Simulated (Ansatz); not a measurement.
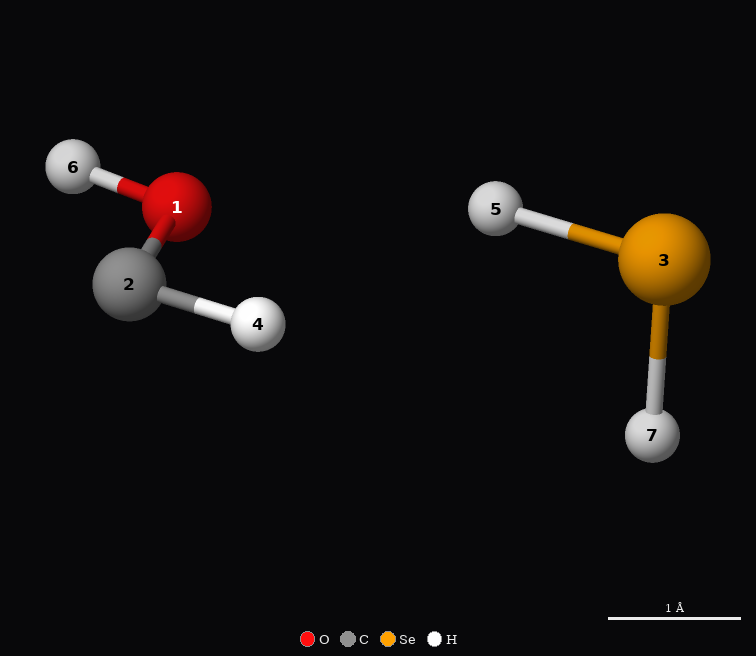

Computed geometry: PBE0-D4/def2-TZVP optimisation. No frequency run is at hand to confirm it as a minimum.

> What is the geometry at Se3?

Se3 has 2 neighbours (H5 at 1.47, H7 at 1.47 Å); the arrangement is bent.

> What is the geometry at C2?

C2 has 2 neighbours (O1 at 1.30, H4 at 1.12 Å); the arrangement is bent.

> Describe the coordination of atom 1.

O1 has 2 neighbours (C2 at 1.30, H6 at 0.97 Å); the arrangement is bent.
